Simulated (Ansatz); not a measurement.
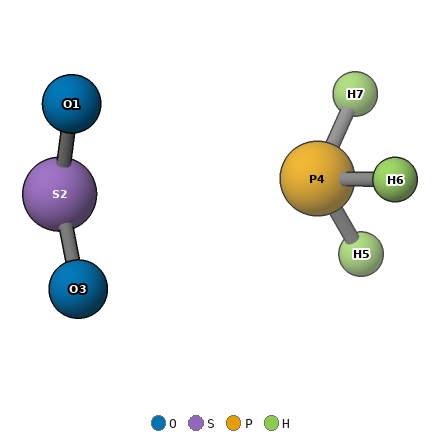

The system is the pair O₂S···H₃P; the picture shows the reference structure. The turn is about an axis along (0.65, 0.71, −0.26) in the frame of the relaxed pair, normal to the line between the partners. Coordinates scanned: (1) distance P4···S2; (2) turn of O1, S2, O3 about its own atom S2. Grid: 13 × 12 points. Points are written as (first, second). All energies are given in kcal/mol relative to the two partners far apart, frozen as in the relaxed pair, each in its own basis (no counterpoise correction). Energies and slopes of some neighbouring points disagree (a jump in structure or state, or too coarse a mesh). The calculation used Ansatz, RHF/def2-SVPD.

Its coordinates:

```xyz
7

O     0.8632   -1.0546   -2.4921
S    -0.5002   -0.7380   -2.2468
O    -0.9502    0.5579   -2.6178
P     0.0136    0.1207    1.3502
H    -0.9671    0.6692    2.2037
H     0.9432    1.1728    1.4882
H     0.5975   -0.7279    2.3145
```

Range: distance P4···S2 from 3.136 to 5.736 Å; turn of O1, S2, O3 about its own atom S2 from −180 to 150°.

### Predict the map.

The lowest grid point is at (3.695 Å, 0°), −2.4 kcal/mol from the two partners far apart, frozen as in the relaxed pair, each in its own basis (no counterpoise correction). Other grid points that lie below all their neighbours: (3.900 Å, −180°) (0.38 kcal/mol higher). The highest grid point, (3.136 Å, 90°), lies 68.7 kcal/mol above the lowest.

| second ↓, first → | 3.136 | 3.216 | 3.348 | 3.510 | 3.695 | 3.900 | 4.121 | 4.359 | 4.610 | 4.874 | 5.151 | 5.438 | 5.736 |
| --- | --- | --- | --- | --- | --- | --- | --- | --- | --- | --- | --- | --- | --- |
| 150 | 11.0 | 8.5 | 5.4 | 2.8 | 1.0 | −0.1 | −0.7 | −0.9 | −1.0 | −0.9 | −0.8 | −0.6 | −0.5 |
| 120 | 42.6 | 35.1 | 25.3 | 16.6 | 10.0 | 5.5 | 2.8 | 1.2 | 0.4 | 0.0 | −0.2 | −0.2 | −0.2 |
| 90 | 66.3 | 55.3 | 40.4 | 27.0 | 16.7 | 9.6 | 5.2 | 2.6 | 1.2 | 0.5 | 0.2 | 0.0 | 0.0 |
| 60 | 28.4 | 23.2 | 16.5 | 10.6 | 6.2 | 3.2 | 1.5 | 0.5 | 0.0 | −0.3 | −0.3 | −0.3 | −0.3 |
| 30 | 5.4 | 3.9 | 2.0 | 0.4 | −0.6 | −1.1 | −1.3 | −1.3 | −1.2 | −1.1 | −0.9 | −0.7 | −0.6 |
| 0 | −0.4 | −1.0 | −1.7 | −2.2 | −2.4 | −2.3 | −2.1 | −1.9 | −1.6 | −1.3 | −1.1 | −0.9 | −0.7 |
| −30 | 5.4 | 3.8 | 1.9 | 0.4 | −0.6 | −1.1 | −1.3 | −1.3 | −1.2 | −1.1 | −0.9 | −0.7 | −0.6 |
| −60 | 28.1 | 22.9 | 16.3 | 10.4 | 6.1 | 3.2 | 1.4 | 0.4 | −0.1 | −0.3 | −0.3 | −0.3 | −0.3 |
| −90 | 65.1 | 54.3 | 39.7 | 26.5 | 16.4 | 9.4 | 5.1 | 2.5 | 1.2 | 0.5 | 0.2 | 0.0 | 0.0 |
| −120 | 42.0 | 34.7 | 25.0 | 16.4 | 9.9 | 5.4 | 2.7 | 1.2 | 0.4 | 0.0 | −0.2 | −0.2 | −0.2 |
| −150 | 10.9 | 8.4 | 5.3 | 2.8 | 1.0 | −0.1 | −0.7 | −0.9 | −1.0 | −0.9 | −0.8 | −0.6 | −0.5 |
| −180 | 1.1 | 0.3 | −0.8 | −1.5 | −1.9 | −2.0 | −1.9 | −1.7 | −1.5 | −1.2 | −1.0 | −0.8 | −0.6 |

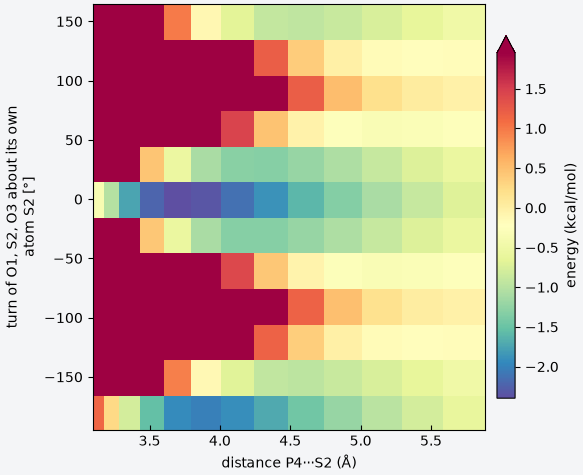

Drawn: one coloured cell a grid point, one colour for all values above the top of the scale.

The whole map (156 points run) took 7.7 min on 1 thread of Intel(R) Xeon(R) Platinum 8488C (Sapphire Rapids), on a shared host.
